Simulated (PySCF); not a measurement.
**CH4BFN2 (SMILES FB1NCN1) at MP2/pc-1**

Aim: the vertical ionisation energy of CH4BFN2 at MP2/pc-1, from 2 runs. 

Program for the calculation: PySCF 2.14.0.

### Step 1. Starting point

CH4BFN2 has 9 atoms, charge 0, and is taken as a singlet. SMILES: `FB1NCN1`. The shape is that of a PBE0-D4/def2-TZVP optimisation.

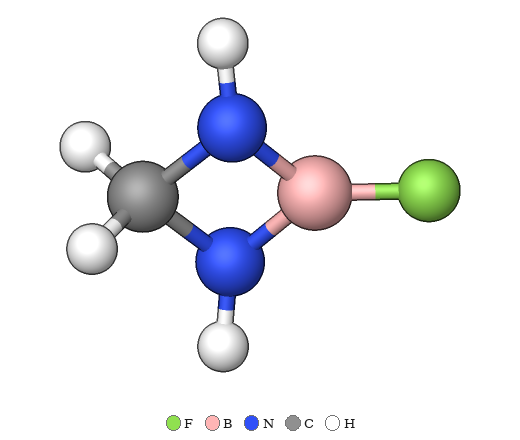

The structure, seen from a chosen angle (fluorine green, boron pink, nitrogen blue, carbon grey, hydrogen white).

### Step 2. The energy at MP2/pc-1

start.xyz

```xyz
9

F      1.881300    -0.113600     1.551000
B      0.864300    -0.054700     0.707100
N      0.760400     0.328200    -0.664900
C     -0.670600     0.034300    -0.566500
N     -0.526700    -0.350900     0.838800
H      1.306500     0.137700    -1.485600
H     -1.002900    -0.788500    -1.208900
H     -1.304900     0.913000    -0.726200
H     -1.219100    -0.152000     1.538000
```

job.py

```python
from pyscf import gto, mp

molecule = gto.Mole()
molecule.atom = 'start.xyz'
molecule.basis = 'pc-1'
molecule.max_memory = 1860
molecule.verbose = 3
molecule.charge = 0
molecule.build()

hf = molecule.RHF()
hf.conv_tol = 1e-10
hf.kernel()
if not hf.converged:
    hf = hf.newton().run(hf.mo_coeff, hf.mo_occ)

pt = mp.MP2(hf, frozen=5).run()
energy = pt.e_tot
print('Final energy', energy)
```

The run is started by

```
$ OMP_NUM_THREADS=1 python job.py
```

What it wrote:

```text
converged SCF energy = -273.239659313344
E(RMP2) = -273.970182671031  E_corr = -0.730523357686637
E(SCS-RMP2) = -273.950287639577  E_corr = -0.710628326233151
Final energy -273.9701826710306
```

Run time: 2.3 s. Hardware: 1 thread of Arm Neoverse V1, shared host; peak memory 0.22 GiB.

### Step 3. The doublet cation, same level

job.py

```python
from pyscf import gto, mp

mol = gto.Mole()
mol.atom = '''
F      3.555142    -0.214673     2.930965
B      1.633290    -0.103368     1.336225
N      1.436948     0.620208    -1.256479
C     -1.267250     0.064818    -1.070530
N     -0.995319    -0.663105     1.585102
H      2.468927     0.260215    -2.807377
H     -1.895206    -1.490049    -2.284490
H     -2.465904     1.725320    -1.372319
H     -2.303765    -0.287238     2.906399
'''
mol.charge = 1
mol.verbose = 3
mol.spin = 1
mol.unit = 'bohr'
mol.basis = 'pc-1'
mol.max_memory = 1860
mol.build()

myscf = mol.UHF()
myscf.conv_tol = 1e-10
myscf.kernel()
if not myscf.converged:
    myscf = myscf.newton().run(myscf.mo_coeff, myscf.mo_occ)

pt = mp.MP2(myscf, frozen=5).run()
energy = pt.e_tot
print('Final energy', energy)
```

The run is started by

```
$ OMP_NUM_THREADS=1 python job.py
```

What it wrote:

```text
converged SCF energy = -272.864512251066  <S^2> = 0.7685592  2S+1 = 2.0184739
E(UMP2) = -273.596096185734  E_corr = -0.731583934667256
E(SCS-UMP2) = -273.573332058307  E_corr = -0.708819807240197
Final energy -273.59609618573353
```

Wall time 4.5 s (1 thread of Arm Neoverse V1, shared host); peak memory 0.23 GiB.

### Step 4. What came out

Level: MP2/pc-1, 5 core orbitals frozen.

| quantity | value |
| --- | --- |
| singlet CH4BFN2: total energy | -273.97018 Eh |
| singlet CH4BFN2: dipole moment (Hartree–Fock density) | 2.44 D |
| singlet CH4BFN2: HOMO energy (Hartree–Fock orbitals) | -11.01 eV |
| singlet CH4BFN2: LUMO energy (Hartree–Fock orbitals) | 4.42 eV |
| singlet CH4BFN2: HOMO–LUMO gap (Hartree–Fock orbitals) | 15.43 eV |
| singlet CH4BFN2: correlation energy (5 core orbitals frozen) | -730.5 mEh |
| doublet cation: total energy | -273.59610 Eh |
| doublet cation: HOMO energy (Hartree–Fock orbitals) (highest over α and β) | -15.57 eV |
| doublet cation: LUMO energy (Hartree–Fock orbitals) (lowest over α and β) | -9.23 eV |
| doublet cation: correlation energy (5 core orbitals frozen) | -731.6 mEh |
| doublet cation: ⟨S²⟩ of the reference determinant | 0.769 |
| vertical ionisation energy (to the doublet cation) | 10.179 eV |

What this shows: The vertical ionisation energy comes to 10.18 eV (982 kJ/mol). Mulliken charges (singlet CH4BFN2) of the mean-field density run from -0.65 on N3 to +0.79 on B2.
